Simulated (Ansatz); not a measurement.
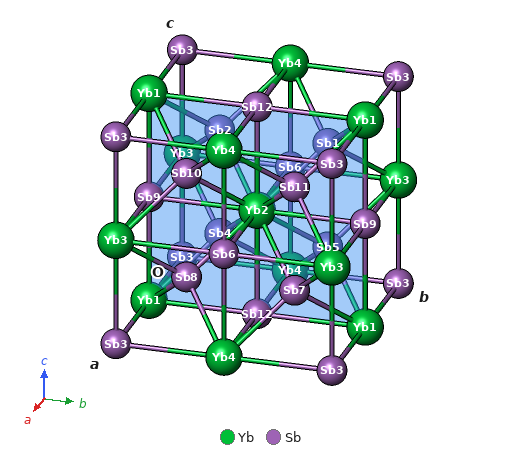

For YbSb3, coordinates from a relaxation with DFT PBE, scalar-relativistic, plane waves, PAW in Ansatz 0.2.0; the starting structure was generated, so it need not be a known form of this composition: the shaded plane is a symmetry element of the crystal. The drawing is computed from the coordinates (standard cell, symmetry found to 0.002 Å).

a = 7.672 Å, b = 7.672 Å, c = 7.672 Å, α = 90.00°, β = 90.00°, γ = 90.00°.

```csv
atom,x,y,z
Yb1,0.5000,0.0000,0.0000
Sb1,0.2500,0.7500,0.7500
Sb2,0.2500,0.2500,0.7500
Sb3,0.0000,0.0000,0.0000
Yb2,0.5000,0.5000,0.5000
Sb4,0.2500,0.2500,0.2500
Sb5,0.2500,0.7500,0.2500
Sb6,0.0000,0.5000,0.5000
Yb3,0.0000,0.0000,0.5000
Sb7,0.7500,0.7500,0.2500
Sb8,0.7500,0.2500,0.2500
Sb9,0.5000,0.0000,0.5000
Yb4,0.0000,0.5000,0.0000
Sb10,0.7500,0.2500,0.7500
Sb11,0.7500,0.7500,0.7500
Sb12,0.5000,0.5000,0.0000
```

> Is it a mirror or a glide plane, and what is the operation?

It is a mirror plane, parallel to (1 0 0), through (1/2, 1/2, 1/2): x, y, z → −x+1, y, z.

> Onto which atom does it carry each atom (up to whole multiples of a, b and c)?

Yb1 → Yb1, Sb1 → Sb11, Sb2 → Sb10, Sb3 → Sb3, Yb2 → Yb2, Sb4 → Sb8, Sb5 → Sb7, Sb6 → Sb6, Yb3 → Yb3, Sb7 → Sb5, Sb8 → Sb4, Sb9 → Sb9, Yb4 → Yb4, Sb10 → Sb2, Sb11 → Sb1, Sb12 → Sb12.

> What is the crystal's space group?

Fm-3m, No. 225.
